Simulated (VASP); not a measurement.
# WSe2: the relaxed cell at several levels

How close do the usual functionals, with and without dispersion, come to the cell of WSe2? The levels: LDA, PBEsol, PBE, r2SCAN, PBE + D3(BJ), r2SCAN + rVV10, optB86b-vdW and rev-vdW-DF2. The start is a cell from a database of measured crystal structures.

Calculated with VASP 6.6.1; LDA; plane waves and PAW (W, Se), in the first sound run; inputs show where later runs differ.

The experiments to compare with:

“Pressure coefficients for direct optical transitions in MoS2, MoSe2, WS2, and WSe2 crystals and semiconductor to metal transitions” (2016, pmc:4877596) quotes from earlier work for WSe2, 2H (literature value): lattice constant c (c, literature experiment) 12.96 Å [literature value].

Most raw output is cut from this account.

The database entry behind the starting cell differs from later determinations by our own check (a about 0.2 % long), so it need not match the best structure at ambient conditions.

### Step 1. The starting structure

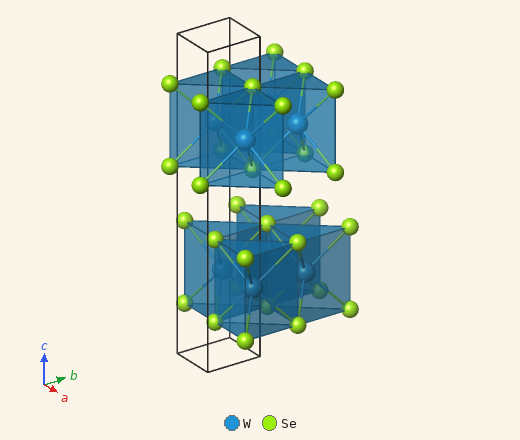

The cell as given, slightly off an axis (tungsten blue, selenium green). 2×2×1 cells are drawn. Some periodic images of atoms are drawn too.

Coordinates:

```cif
data_structure
_symmetry_space_group_name_H-M 'P 1'
_symmetry_Int_Tables_number 1
_cell_length_a 3.2900
_cell_length_b 3.2900
_cell_length_c 12.9700
_cell_angle_alpha 90.000
_cell_angle_beta 90.000
_cell_angle_gamma 120.000
_cell_volume 121.58
loop_
_atom_site_label
_atom_site_type_symbol
_atom_site_fract_x
_atom_site_fract_y
_atom_site_fract_z
_atom_site_occupancy
W1 W 0.33333 0.66667 0.25000 1
W2 W 0.66667 0.33333 0.75000 1
Se3 Se 0.33333 0.66667 0.62100 1
Se4 Se 0.66667 0.33333 0.12100 1
Se5 Se 0.33333 0.66667 0.87900 1
Se6 Se 0.66667 0.33333 0.37900 1
```

### Step 2. Relaxation with LDA

Properties are meant for the cell that this level of theory prefers, so cell and atoms are relaxed first (ISIF = 3) until forces and stress are small; EDIFFG sets the threshold. LDA, the lowest rung, knows the local density alone.

File INCAR:

```
SYSTEM = WSe2
PREC = Accurate
ENCUT = 520
EDIFF = 1E-06
NELM = 100
ISMEAR = -1
SIGMA = 0.05
LREAL = .FALSE.
ALGO = Normal
GGA = CA
NBANDS = 24
LASPH = .TRUE.
LORBIT = 11
LWAVE = .FALSE.
LCHARG = .FALSE.
KPAR = 4
IBRION = 2
NSW = 60
ISIF = 3
EDIFFG = -0.01
```

File POSCAR:

```
WSe2
1.0
    3.2900000000      0.0000000000      0.0000000000
   -1.6450000000      2.8492235785      0.0000000000
    0.0000000000      0.0000000000     12.9700000000
W Se
2 4
Direct
    0.3333333333      0.6666666667      0.2500000000
    0.6666666667      0.3333333333      0.7500000000
    0.3333333333      0.6666666667      0.6210000000
    0.6666666667      0.3333333333      0.1210000000
    0.3333333333      0.6666666667      0.8790000000
    0.6666666667      0.3333333333      0.3790000000
```

File KPOINTS:

```
Automatic mesh
0
Gamma
8 8 2
0 0 0
```

Potentials, in the order of the species: W and Se (PBE family, release 64).

Command:

```console
$ mpirun -np 4 vasp_std
```

Elapsed: 55 s, on 4 MPI ranks of Intel Xeon 6975P-C (Granite Rapids), shared host; peak memory 0.89 GiB.

This run has no spin polarisation, although W can carry a moment. The gap is read on the k-mesh alone, so it is an upper bound where the band edges lie off the mesh. The bonds form layers, held to each other by dispersion, which LDA lacks; its overbinding stands in for it by accident. The PAW data sets were made with PBE, though LDA sets exist; this is a small mismatch. The data set W keeps the semicore shell frozen, which is cheaper and a little less accurate. The run keeps the 24 symmetry operations of its start, so it cannot find a distortion of lower symmetry.

Relaxation path:

| step | energy less that of the first step (eV) | largest force (eV/Å) | pressure (GPa) | volume (Å³) |
| --- | --- | --- | --- | --- |
| 1 | 0.0000 | 0.2684 | -3.39 | 121.58 |
| 2 | 0.1071 | 1.0971 | 8.02 | 114.20 |
| 3 | -0.0286 | 0.1311 | -0.14 | 119.19 |
| 4 | -0.0287 | 0.1393 | -0.08 | 119.14 |
| 5 | -0.0328 | 0.0315 | -0.02 | 118.61 |
| 6 | -0.0328 | 0.0302 | -0.02 | 118.60 |
| 7 | -0.0331 | 0.0217 | -0.07 | 118.56 |
| 8 | -0.0335 | 0.0050 | -0.22 | 118.42 |
| 9 | -0.0335 | 0.0581 | -0.53 | 118.13 |
| 10 | -0.0337 | 0.0314 | -0.38 | 118.28 |
| 11 | -0.0337 | 0.0287 | -0.36 | 118.24 |
| 12 | -0.0339 | 0.0231 | -0.30 | 118.14 |
| 13 | -0.0341 | 0.0113 | -0.19 | 117.94 |
| 14 | -0.0341 | 0.0135 | 0.05 | 117.55 |
| 15 | -0.0341 | 0.0072 | 0.01 | 117.65 |
| 16 | -0.0341 | 0.0016 | -0.08 | 117.79 |
| 17 | -0.0341 | 0.0029 | -0.04 | 117.71 |

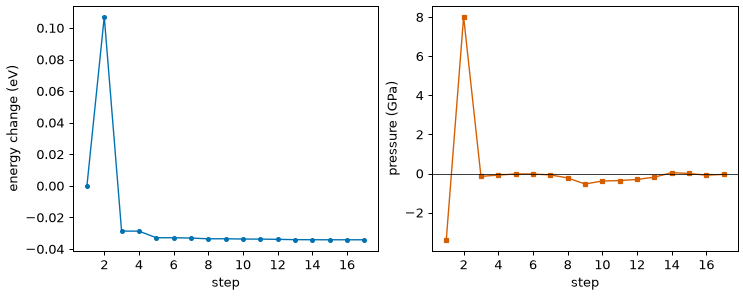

Energy and pressure along the relaxation.

| conventional cell, symmetrised | before | after | change |
| --- | --- | --- | --- |
| a (Å) | 3.290 | 3.255 | -1.1 % |
| b (Å) | 3.290 | 3.255 | -1.1 % |
| c (Å) | 12.970 | 12.829 | -1.1 % |
| volume (Å³/atom) | 20.26 | 19.62 | -3.2 % |

The atoms that moved most (Å, as changes of fractional coordinates times the final cell):

| atom | dx | dy | dz | length |
| --- | --- | --- | --- | --- |
| Se3 | 0.000 | 0.000 | -0.015 | 0.015 |
| Se5 | 0.000 | 0.000 | 0.015 | 0.015 |
| Se4 | 0.000 | 0.000 | -0.015 | 0.015 |
| Se6 | 0.000 | 0.000 | 0.015 | 0.015 |

Final coordinates:

```cif
data_structure
_symmetry_space_group_name_H-M 'P 1'
_symmetry_Int_Tables_number 1
_cell_length_a 3.2550
_cell_length_b 3.2550
_cell_length_c 12.8292
_cell_angle_alpha 90.000
_cell_angle_beta 90.000
_cell_angle_gamma 120.000
_cell_volume 117.71
loop_
_atom_site_label
_atom_site_type_symbol
_atom_site_fract_x
_atom_site_fract_y
_atom_site_fract_z
_atom_site_occupancy
W1 W 0.33333 0.66667 0.25000 1
W2 W 0.66667 0.33333 0.75000 1
Se3 Se 0.33333 0.66667 0.61980 1
Se4 Se 0.66667 0.33333 0.11980 1
Se5 Se 0.33333 0.66667 0.88020 1
Se6 Se 0.66667 0.33333 0.38020 1
```

This step gave:

```
electrons                       : 36
bands                           : 24
irreducible k-points            : 20
symmetry operations             : 24
free energy (TOTEN)             : -48.76 eV
Fermi energy                    : 5.799 eV
pressure                        : -0.04240 GPa
metallic                        : no
valence top at k                : 0, 0, 0
conduction bottom at k          : 0.25, 0.125, 0
least direct gap at k           : 0.375, 0.25, 0
SCF cycles over all ionic steps : 106
gap on the k-mesh               : 0.9952 eV
least direct gap on the k-mesh  : 1.957 eV
```

It ends with a largest force of 0.003 eV/Å and a pressure of -0.04 GPa. The volume lies -3.2 % from that of the database's start, which holds the thermal and zero-point expansion of its experiment. LDA is known to overbind. The conventional cell has a = 3.255 and c = 12.829 Å.

### Step 3. Relaxation with PBEsol

This step: PBEsol; plane waves and PAW (W, Se) (VASP 6.6.1).

PBEsol restores the gradient expansion of exchange and is tuned for the cells of solids.

Edit INCAR of step 2 so:

```diff
@@ -9,3 +9,3 @@
 ALGO = Normal
-GGA = CA
+GGA = PS
 NBANDS = 24
```

POSCAR is that of step 2.

KPOINTS is that of step 2.

Command:

```console
$ mpirun -np 4 vasp_std
```

It took 50 s on 4 MPI ranks; peak memory 1 GiB.

The bonds form layers, held to each other by dispersion, which PBEsol lacks, so the spacing between them is unreliable. The PAW data sets were made with PBE, which is usual practice but a small mismatch for other functionals.

Step by step:

| step | energy less that of the first step (eV) | largest force (eV/Å) | pressure (GPa) | volume (Å³) |
| --- | --- | --- | --- | --- |
| 1 | 0.0000 | 0.1509 | -1.50 | 121.58 |
| 2 | 0.0151 | 0.3859 | 3.23 | 118.27 |
| 3 | -0.0074 | 0.0393 | 0.15 | 120.36 |
| 4 | -0.0098 | 0.0499 | 0.08 | 120.26 |
| 5 | -0.0098 | 0.0491 | 0.08 | 120.26 |
| 6 | -0.0102 | 0.0456 | 0.07 | 120.40 |
| 7 | -0.0114 | 0.0359 | 0.03 | 120.83 |
| 8 | -0.0128 | 0.0166 | -0.02 | 121.70 |
| 9 | -0.0123 | 0.0230 | -0.08 | 123.43 |
| 10 | -0.0131 | 0.0017 | -0.05 | 122.39 |

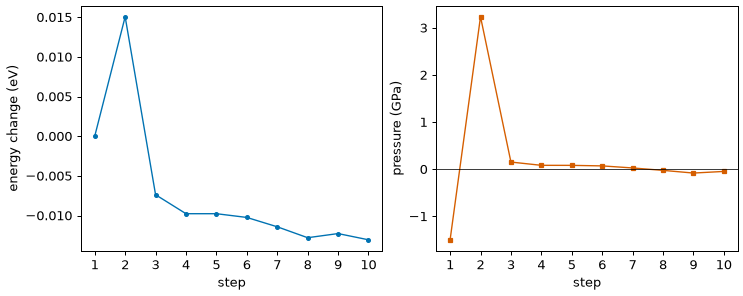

Energy and pressure along the relaxation.

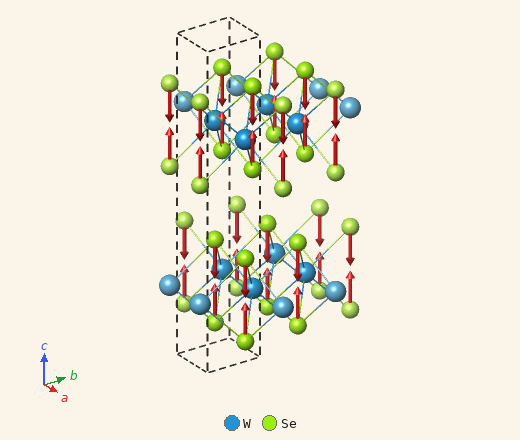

Displacements in the relaxation, exaggerated, measured against the changing cell; the longest in the cell stands for 0.03 Å. 2×2×1 cells are drawn. Some periodic images of atoms are drawn too.

| conventional cell, symmetrised | before | after | change |
| --- | --- | --- | --- |
| a (Å) | 3.290 | 3.269 | -0.6 % |
| b (Å) | 3.290 | 3.269 | -0.6 % |
| c (Å) | 12.970 | 13.220 | +1.9 % |
| volume (Å³/atom) | 20.26 | 20.40 | +0.7 % |

The atoms that moved most (Å, as changes of fractional coordinates times the final cell):

| atom | dx | dy | dz | length |
| --- | --- | --- | --- | --- |
| Se3 | 0.000 | 0.000 | 0.032 | 0.032 |
| Se4 | 0.000 | 0.000 | 0.032 | 0.032 |
| Se5 | 0.000 | 0.000 | -0.032 | 0.032 |
| Se6 | 0.000 | 0.000 | -0.032 | 0.032 |

The relaxed structure:

```cif
data_structure
_symmetry_space_group_name_H-M 'P 1'
_symmetry_Int_Tables_number 1
_cell_length_a 3.2695
_cell_length_b 3.2695
_cell_length_c 13.2204
_cell_angle_alpha 90.000
_cell_angle_beta 90.000
_cell_angle_gamma 120.000
_cell_volume 122.39
loop_
_atom_site_label
_atom_site_type_symbol
_atom_site_fract_x
_atom_site_fract_y
_atom_site_fract_z
_atom_site_occupancy
W1 W 0.33333 0.66667 0.25000 1
W2 W 0.66667 0.33333 0.75000 1
Se3 Se 0.33333 0.66667 0.62340 1
Se4 Se 0.66667 0.33333 0.12340 1
Se5 Se 0.33333 0.66667 0.87660 1
Se6 Se 0.66667 0.33333 0.37660 1
```

Numbers from this step:

| Quantity | Value |
| --- | --- |
| free energy (TOTEN) | -46.68 eV |
| Fermi energy | 5.520 eV |
| pressure | -0.04757 GPa |
| SCF cycles over all ionic steps | 75 |
| gap on the k-mesh | 1.161 eV |
| least direct gap on the k-mesh | 1.947 eV |

It ends at 20.40 Å³/atom, +0.7 % from the start, with -0.05 GPa left. The conventional cell has a = 3.269 and c = 13.220 Å.

### Step 4. Relaxation with PBE

This step: PBE; plane waves and PAW (W, Se) (VASP 6.6.1).

PBE, the usual starting point, adds the gradient of the density.

Edit INCAR of step 3 so:

```diff
@@ -9,3 +9,3 @@
 ALGO = Normal
-GGA = PS
+GGA = PE
 NBANDS = 24
```

POSCAR is that of step 3.

KPOINTS is that of step 3.

Command:

```console
$ mpirun -np 4 vasp_std
```

Wall time 2.7 min (4 MPI ranks); peak memory 1 GiB.

The bonds form layers, held to each other by dispersion, which PBE lacks, so the spacing between them is unreliable. After so large a change of volume the plane waves of the start cell no longer fit, so the final stress carries a basis-set error.

Step by step (22 of 39):

| step | energy less that of the first step (eV) | largest force (eV/Å) | pressure (GPa) | volume (Å³) |
| --- | --- | --- | --- | --- |
| 1 | 0.0000 | 0.1279 | 3.30 | 121.58 |
| 3 | -0.0264 | 0.2756 | 0.12 | 124.13 |
| 5 | -0.0495 | 0.0161 | -0.14 | 127.43 |
| 6 | -0.0571 | 0.0167 | -0.12 | 127.88 |
| 8 | -0.0959 | 0.0161 | 0.34 | 131.86 |
| 10 | -0.1004 | 0.0390 | 1.07 | 134.56 |
| 12 | -0.1049 | 0.1190 | -0.06 | 136.63 |
| 14 | -0.1084 | 0.0173 | -0.09 | 137.86 |
| 15 | -0.1085 | 0.0104 | 0.10 | 137.75 |
| 17 | -0.1086 | 0.0035 | 0.09 | 137.80 |
| 19 | -0.1089 | 0.0303 | 0.00 | 138.15 |
| 21 | -0.1089 | 0.0452 | -0.13 | 138.38 |
| 23 | -0.1091 | 0.0366 | -0.12 | 138.59 |
| 25 | -0.1093 | 0.0022 | -0.15 | 139.58 |
| 26 | -0.1094 | 0.0100 | -0.16 | 139.28 |
| 28 | -0.1096 | 0.0275 | 0.12 | 139.23 |
| 30 | -0.1100 | 0.0003 | 0.15 | 139.51 |
| 32 | -0.1101 | 0.0272 | -0.03 | 139.77 |
| 34 | -0.1101 | 0.0239 | -0.03 | 139.74 |
| 35 | -0.1101 | 0.0237 | -0.02 | 139.74 |
| 37 | -0.1102 | 0.0008 | -0.03 | 140.02 |
| 39 | -0.1102 | 0.0095 | -0.03 | 139.90 |

| cell as run | before | after | change |
| --- | --- | --- | --- |
| a (Å) | 3.290 | 3.317 | +0.8 % |
| b (Å) | 3.290 | 3.317 | +0.8 % |
| c (Å) | 12.970 | 14.680 | +13.2 % |
| volume (Å³/atom) | 20.26 | 23.32 | +15.1 % |

The atoms that moved most (Å, as changes of fractional coordinates times the final cell):

| atom | dx | dy | dz | length |
| --- | --- | --- | --- | --- |
| Se4 | 0.000 | 0.000 | 0.217 | 0.217 |
| Se6 | 0.000 | 0.000 | -0.217 | 0.217 |
| Se3 | 0.000 | 0.000 | 0.217 | 0.217 |
| Se5 | 0.000 | 0.000 | -0.217 | 0.217 |

The relaxed structure:

```xyz
6
Lattice="3.3172 0.0000 0.0000 -1.6586 2.8728 0.0000 0.0000 0.0000 14.6803" Properties=species:S:1:pos:R:3 pbc="T T T"
W     0.0000    1.9152    3.6701
W     1.6586    0.9576   11.0103
Se    0.0000    1.9152    9.3333
Se    1.6586    0.9576    1.9931
Se    0.0000    1.9152   12.6873
Se    1.6586    0.9576    5.3471
```

It ends at 23.32 Å³/atom, +15.1 % from the start, with -0.03 GPa left. The conventional cell has a = 3.317 and c = 14.680 Å. That is far more than a functional's usual error.

### Step 5. Relaxation with r2SCAN

This step: r2SCAN; plane waves and PAW (W, Se) (VASP 6.6.1).

r2SCAN adds the kinetic-energy density, costs more than a GGA and is run with LASPH.

Edit INCAR of step 4 so:

```diff
@@ -9,5 +9,5 @@
 ALGO = Normal
-GGA = PE
+METAGGA = R2SCAN
+LASPH = .TRUE.
 NBANDS = 24
-LASPH = .TRUE.
 LORBIT = 11
```

POSCAR is that of step 4.

KPOINTS is that of step 4.

Command:

```console
$ mpirun -np 4 vasp_std
```

Run time: 3.4 min. Hardware: 4 MPI ranks; peak memory 1.1 GiB; 14 min of CPU time.

The bonds form layers, held to each other by dispersion, which r2SCAN holds only at short range, so the spacing between them may come out too wide.

Relaxation path:

| step | energy less that of the first step (eV) | largest force (eV/Å) | pressure (GPa) | volume (Å³) |
| --- | --- | --- | --- | --- |
| 1 | 0.0000 | 0.2203 | 1.08 | 121.58 |
| 2 | -0.0132 | 0.2851 | -0.76 | 123.99 |
| 3 | -0.0132 | 0.2832 | -0.71 | 123.92 |
| 4 | -0.0216 | 0.0410 | 0.22 | 124.20 |
| 5 | -0.0218 | 0.0031 | 0.41 | 124.24 |
| 6 | -0.0312 | 0.0038 | 0.24 | 125.06 |
| 7 | -0.0483 | 0.0033 | 0.03 | 127.50 |
| 8 | -0.0501 | 0.0107 | 0.03 | 132.35 |
| 9 | -0.0529 | 0.0172 | 0.03 | 130.58 |
| 10 | -0.0531 | 0.0190 | 0.04 | 129.94 |
| 11 | -0.0531 | 0.0187 | 0.05 | 130.06 |
| 12 | -0.0531 | 0.0183 | 0.04 | 130.19 |
| 13 | -0.0529 | 0.0400 | -0.25 | 130.24 |
| 14 | -0.0531 | 0.0040 | -0.05 | 130.20 |

| conventional cell, symmetrised | before | after | change |
| --- | --- | --- | --- |
| a (Å) | 3.290 | 3.310 | +0.6 % |
| b (Å) | 3.290 | 3.310 | +0.6 % |
| c (Å) | 12.970 | 13.721 | +5.8 % |
| volume (Å³/atom) | 20.26 | 21.70 | +7.1 % |

The atoms that moved most (Å, as changes of fractional coordinates times the final cell):

| atom | dx | dy | dz | length |
| --- | --- | --- | --- | --- |
| Se4 | 0.000 | 0.000 | 0.110 | 0.110 |
| Se6 | 0.000 | 0.000 | -0.110 | 0.110 |
| Se3 | 0.000 | 0.000 | 0.110 | 0.110 |
| Se5 | 0.000 | 0.000 | -0.110 | 0.110 |

Final coordinates:

```xyz
6
Lattice="3.3102 0.0000 0.0000 -1.6551 2.8667 0.0000 0.0000 0.0000 13.7207" Properties=species:S:1:pos:R:3 pbc="T T T"
W     0.0000    1.9111    3.4302
W     1.6551    0.9556   10.2906
Se    0.0000    1.9111    8.6308
Se    1.6551    0.9556    1.7704
Se    0.0000    1.9111   11.9503
Se    1.6551    0.9556    5.0900
```

It ends at 21.70 Å³/atom, +7.1 % from the start, with -0.05 GPa left. The conventional cell has a = 3.310 and c = 13.721 Å.

### Step 6. Relaxation with PBE + D3(BJ)

This step: PBE with D3(BJ); plane waves and PAW (W, Se) (VASP 6.6.1).

A dispersion term adds the long-range attraction that semilocal functionals lack. D3 with Becke-Johnson damping keeps a finite attraction at short range.

Edit INCAR of step 5 so:

```diff
@@ -9,5 +9,6 @@
 ALGO = Normal
-METAGGA = R2SCAN
+GGA = PE
+IVDW = 12
+NBANDS = 24
 LASPH = .TRUE.
-NBANDS = 24
 LORBIT = 11
```

POSCAR is that of step 5.

KPOINTS is that of step 5.

Command:

```console
$ mpirun -np 4 vasp_std
```

Run time: 47 s. Hardware: 4 MPI ranks; peak memory 1 GiB; 3.1 min of CPU time.

It ends at 19.78 Å³/atom, -2.4 % from the start, with 0.04 GPa left. The conventional cell has a = 3.275 and c = 12.782 Å. Against plain PBE, the dispersion term moves a by -1.3 % and c by -12.9 %.

### Step 7. Relaxation with r2SCAN + rVV10

This step: r2SCAN with rVV10; plane waves and PAW (W, Se) (VASP 6.6.1).

LUSE_VDW switches on a nonlocal correlation term for dispersion.

Edit INCAR of step 6 so:

```diff
@@ -9,6 +9,9 @@
 ALGO = Normal
-GGA = PE
-IVDW = 12
+METAGGA = R2SCAN
+LUSE_VDW = .TRUE.
+IVDW_NL = 2
+BPARAM = 11.95
+CPARAM = 0.0093
+LASPH = .TRUE.
 NBANDS = 24
-LASPH = .TRUE.
 LORBIT = 11
```

POSCAR is that of step 6.

KPOINTS is that of step 6.

Command:

```console
$ mpirun -np 4 vasp_std
```

The job ended after 8.9 min (4 MPI ranks; peak memory 1.9 GiB).

It ends at 20.67 Å³/atom, +2.0 % from the start, with 0.01 GPa left. The conventional cell has a = 3.298 and c = 13.164 Å. Against plain r2SCAN, the dispersion term moves a by -0.4 % and c by -4.1 %.

### Step 8. Relaxation with optB86b-vdW

This step: optB86b-vdW; plane waves and PAW (W, Se) (VASP 6.6.1).

optB86b-vdW pairs nonlocal correlation with a less repulsive exchange of B86b form.

Edit INCAR of step 7 so:

```diff
@@ -9,7 +9,7 @@
 ALGO = Normal
-METAGGA = R2SCAN
+GGA = MK
+AGGAC = 0
 LUSE_VDW = .TRUE.
-IVDW_NL = 2
-BPARAM = 11.95
-CPARAM = 0.0093
+PARAM1 = 0.1234
+PARAM2 = 1
 LASPH = .TRUE.
```

POSCAR is that of step 7.

KPOINTS is that of step 7.

Command:

```console
$ mpirun -np 4 vasp_std
```

The job ended after 9.3 min (4 MPI ranks; peak memory 2.2 GiB; 31 min of CPU time).

It ends at 20.60 Å³/atom, +1.6 % from the start, with 0.04 GPa left. The conventional cell has a = 3.298 and c = 13.119 Å.

### Step 9. Relaxation with rev-vdW-DF2

This step: rev-vdW-DF2; plane waves and PAW (W, Se) (VASP 6.6.1).

rev-vdW-DF2 revises the exchange of vdW-DF2 for solids.

Edit INCAR of step 8 so:

```diff
@@ -13,3 +13,4 @@
 PARAM1 = 0.1234
-PARAM2 = 1
+PARAM2 = 0.711357
+ZAB_VDW = -1.8867
 LASPH = .TRUE.
```

POSCAR is that of step 8.

KPOINTS is that of step 8.

Command:

```console
$ mpirun -np 4 vasp_std
```

Run time: 8.6 min. Hardware: 4 MPI ranks; peak memory 2.1 GiB; 29 min of CPU time.

It ends at 20.54 Å³/atom, +1.4 % from the start, with 0.05 GPa left. The conventional cell has a = 3.298 and c = 13.083 Å.

### Step 10. The cells as a table

This step: relaxed cells at several levels; plane waves and PAW (VASP 6.6.1).

This step runs nothing: it gathers the runs above.

Lengths are those of the conventional cell; cost is the wall time of each run, as given at its step, times its ranks, without the set-up around it. Results by level, by row:

| level | volume (Å³/atom) | change from the start (%) | a (Å) | c (Å) | cost (core minutes) |
| --- | --- | --- | --- | --- | --- |
| LDA | 19.62 | -3.2 | 3.255 | 12.83 | 3.67 |
| PBEsol | 20.4 | 0.7 | 3.269 | 13.22 | 3.33 |
| PBE | 23.32 | 15.1 | 3.317 | 14.68 | 10.9 |
| r2SCAN | 21.7 | 7.1 | 3.31 | 13.72 | 13.6 |
| PBE + D3(BJ) | 19.78 | -2.4 | 3.275 | 12.78 | 3.13 |
| r2SCAN + rVV10 | 20.67 | 2 | 3.298 | 13.16 | 35.5 |
| optB86b-vdW | 20.6 | 1.6 | 3.298 | 13.12 | 37.3 |
| rev-vdW-DF2 | 20.54 | 1.4 | 3.298 | 13.08 | 34.4 |

### Step 11. Summary of results

```yaml
volume_lda: 19.62 Å³/atom
volume_pbesol: 20.40 Å³/atom
volume_pbe: 23.32 Å³/atom
volume_r2scan: 21.70 Å³/atom
volume_pbe_d3_bj: 19.78 Å³/atom
volume_r2scan_rvv10: 20.67 Å³/atom
volume_optb86b_vdw: 20.60 Å³/atom
volume_rev_vdw_df2: 20.54 Å³/atom
```

What this shows: For WSe2 the levels give volumes between 19.62 Å³/atom (LDA) and 23.32 Å³/atom (PBE), a spread of 18.8 %, while the cost of the finished runs spans a factor of 12. Only c has a measured value here, so the levels are not ranked on the whole cell. The costs hold the number of ionic steps as well as the price of the functional. The closing table has room for seven levels; optB86b-vdW stands in the table of levels alone. Adding D3(BJ) to PBE changes the volume by -15.2 % (a by -1.3 % and c by -12.9 %). Adding rVV10 to r2SCAN changes the volume by -4.8 % (a by -0.4 % and c by -4.1 %). The bonds form layers, and the correction acts mostly on one axis: the spacing that dispersion holds. Within 0.02 Å all end in space group P6_3/mmc; the runs can't lower the symmetry of the start. Magnetism was not tested. Spin-orbit coupling is left out. Each is a single relaxation on the plane waves of the start cell, so larger changes of volume carry a basis-set error that was not tested here.

Comparison with the measured values:

| quantity | measured | LDA | PBEsol | PBE | r2SCAN | PBE + D3(BJ) | r2SCAN + rVV10 | rev-vdW-DF2 |
| --- | --- | --- | --- | --- | --- | --- | --- | --- |
| lattice constant c (Å) | 12.96 | 12.829 (-1.0 %) | 13.220 (+2.0 %) | 14.680 (+13.3 %) | 13.721 (+5.9 %) | 12.782 (-1.4 %) | 13.164 (+1.6 %) | 13.083 (+0.9 %) |

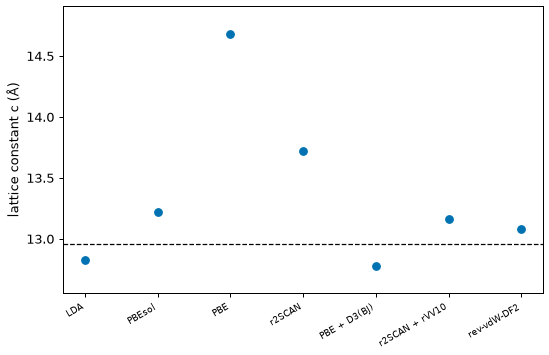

The lattice constant c by level; the dashed line is the measured value.

Measured values from pmc:4877596 (2016).

Verdict: For the lattice constant c, of the levels listed nearest comes rev-vdW-DF2 (+0.9 %, fair agreement) and farthest PBE (+13.3 %, a clear miss). The grades are ours: good and fair within 0.8 and 2 % for the lattice constant c. For lattice constants the calculation has a static lattice, without zero-point motion or thermal expansion.

[Lines on the potential files, build, host, timing and source positions are cut from VASP's logs without a mark.]

[Logs are printed without paths, hosts, clocks, repeated set-up lines and the standing remarks that a program may print on its own settings, such as how far it seeks lower states.]

[Hosts, paths, dates, database ids (printed as entryN), source tags and the programs' standing remarks are cut or masked in the printed files.]

[A measured line is paired with the nearest computed mode of its activity, which favours agreement.]
